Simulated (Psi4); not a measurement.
# [BCl2]+ (SMILES Cl[B+]Cl): DLPNO-MP2/6-31G(d) (density fitting, density fitting for correlation, Cartesian functions, pno convergence loose)

What is the energy difference between two shapes of [BCl2]+ at DLPNO-MP2/6-31G* (density fitting, density fitting for correlation, Cartesian functions, pno convergence loose)? 

Program for the calculation: Psi4 1.11.

3 further runs of the same task are left out: 3 set aside as unsound or not needed.

### Step 1. Starting point

The species is [BCl2]+ (3 atoms), meant as a singlet with charge +1. As SMILES, `Cl[B+]Cl`. The shape is that of a GFN2-xTB optimisation.

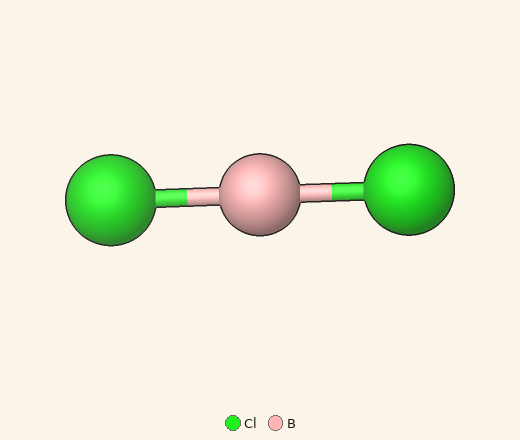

Viewed from a chosen angle; chlorine green, boron pink.

### Step 2. The energy at DLPNO-MP2/6-31G(d) (density fitting, density fitting for correlation, Cartesian functions, pno convergence loose)

File calc.inp:

```
memory 1.6 GB

molecule system {
  1 1
  Cl    -1.238380     0.766480    -0.591300
  B      0.000740     0.001360     0.000550
  Cl     1.237640    -0.767840     0.590740
  symmetry c1
}

set basis 6-31G*
set scf_type df
set freeze_core true
set pno_convergence loose

energy('dlpno-mp2')
print_variables()
```

On the command line:

```
psi4 -i calc.inp -o calc.out -n 1
```

calc.out (excerpt; [...] marks lines left out):

```text
[...]
  Running in c1 symmetry.
[...]
  Nuclear repulsion =  105.883521863230627
[...]
  Multiplicity = 1
[...]
  Nalpha       = 19
  Nbeta        = 19
[...]
    Number of basis functions: 53
[...]
   @DF-RHF iter   1:  -943.34962365373019    4.40270e-01   4.87732e-03 DIIS/ADIIS
[...]
    Orbital Energies [Eh]
    ---------------------
    Doubly Occupied:
       1A   -105.136775     2A   -105.136704     3A    -10.873080
       4A    -10.872994     5A     -8.341944     6A     -8.341858
       7A     -8.338621     8A     -8.338621     9A     -8.338537
      10A     -8.338537    11A     -8.038194    12A     -1.458216
      13A     -1.435409    14A     -0.953839    15A     -0.899767
      16A     -0.819256    17A     -0.819256    18A     -0.748911
      19A     -0.748911
[...]
  @DF-RHF Final Energy:  -943.39418109136284
   => Energetics <=
    Nuclear Repulsion Energy =            105.8835218632306265
    One-Electron Energy =               -1502.5965435751954828
    Two-Electron Energy =                 453.3188406206019749
    Total Energy =                       -943.3941810913627251
[...]
 Multipole Moments:
 ------------------------------------------------------------------------------------
     Multipole            Electronic (a.u.)      Nuclear  (a.u.)        Total (a.u.)
 ------------------------------------------------------------------------------------
 L = 1.  Multiply by 2.5417464519 to convert [e a0] to [Debye]
 Dipole X            :          0.0029068           -0.0007888            0.0021180
 Dipole Y            :          0.0028537           -0.0011783            0.0016753
 Dipole Z            :         -0.0000000           -0.0000000           -0.0000000
 Magnitude           :                                                    0.0027005
[...]
  @LMP2 iter   5:  -0.329352025350 -1.306e-08  3.287e-07
[...]
```

Run time: 2.2 s. Hardware: 1 thread of Intel Xeon Platinum 8259CL at 2.50GHz (Skylake/Cascade Lake), shared host; peak memory 0.2 GiB.

### Step 3. The distorted shape at the same level

File bcl2.dat:

```
memory 1600 MB

molecule m {
  1 1
  Cl    -1.257105     0.790838    -0.637220
  B     -0.036713     0.014502    -0.013857
  Cl     1.236163    -0.781115     0.581299
  symmetry c1
}

set reference rhf
set scf_type df
set freeze_core true
set pno_convergence loose

energy("dlpno-mp2/6-31G*")
```

On the command line:

```
psi4 bcl2.dat bcl2.out -n 1
```

bcl2.out (excerpt; [...] marks lines left out):

```text
[...]
  Running in c1 symmetry.
[...]
  Nuclear repulsion =  104.364682919380598
[...]
  Multiplicity = 1
[...]
  Nalpha       = 19
  Nbeta        = 19
[...]
    Number of basis functions: 53
[...]
   @DF-RHF iter   1:  -943.34648425341129    3.72672e-01   5.10299e-03 ADIIS/DIIS
[...]
    Orbital Energies [Eh]
    ---------------------
    Doubly Occupied:
       1A   -105.140837     2A   -105.133598     3A    -10.876906
       4A    -10.868336     5A     -8.345742     6A     -8.342442
       7A     -8.342442     8A     -8.337106     9A     -8.333941
      10A     -8.333941    11A     -8.046065    12A     -1.454943
      13A     -1.426976    14A     -0.952799    15A     -0.895189
      16A     -0.814461    17A     -0.814458    18A     -0.747066
      19A     -0.747058
[...]
  @DF-RHF Final Energy:  -943.39596694439115
   => Energetics <=
    Nuclear Repulsion Energy =            104.3646829193805985
    One-Electron Energy =               -1499.6126919575578995
    Two-Electron Energy =                 451.8520420937861672
    Total Energy =                       -943.3959669443911480
[...]
 Multipole Moments:
 ------------------------------------------------------------------------------------
     Multipole            Electronic (a.u.)      Nuclear  (a.u.)        Total (a.u.)
 ------------------------------------------------------------------------------------
 L = 1.  Multiply by 2.5417464519 to convert [e a0] to [Debye]
 Dipole X            :          0.1226217           -0.0159661            0.1066556
 Dipole Y            :         -0.0095403           -0.0083183           -0.0178586
 Dipole Z            :         -0.0000000            0.0000000           -0.0000000
 Magnitude           :                                                    0.1081404
[...]
  @LMP2 iter   5:  -0.329186303615 -1.390e-08  3.625e-07
[...]
```

Run time: 2.4 s. Hardware: 1 thread of Intel Xeon Platinum 8259CL at 2.50GHz (Skylake/Cascade Lake), shared host; peak memory 0.2 GiB.

### Step 4. What came out

Level: DLPNO-MP2/6-31G* (density fitting, density fitting for correlation, Cartesian functions, pno convergence loose), 11 core orbitals frozen.

```
                                                     quantity          value
                                    first shape: total energy  -943.72359 Eh
             first shape: HOMO energy (Hartree–Fock orbitals)      -20.38 eV
             first shape: LUMO energy (Hartree–Fock orbitals)       -4.24 eV
           first shape: HOMO–LUMO gap (Hartree–Fock orbitals)       16.14 eV
    first shape: correlation energy (11 core orbitals frozen)     -329.4 mEh
                                distorted shape: total energy  -943.72520 Eh
         distorted shape: HOMO energy (Hartree–Fock orbitals)      -20.33 eV
         distorted shape: LUMO energy (Hartree–Fock orbitals)       -4.38 eV
       distorted shape: HOMO–LUMO gap (Hartree–Fock orbitals)       15.95 eV
distorted shape: correlation energy (11 core orbitals frozen)     -329.2 mEh
                       energy change with the atoms displaced      -0.044 eV
```

**Reading.** With the atoms displaced the energy falls by 0.04 eV (4.2 kJ/mol). The first shape isn't relaxed at this level, so the change isn't measured from a minimum.
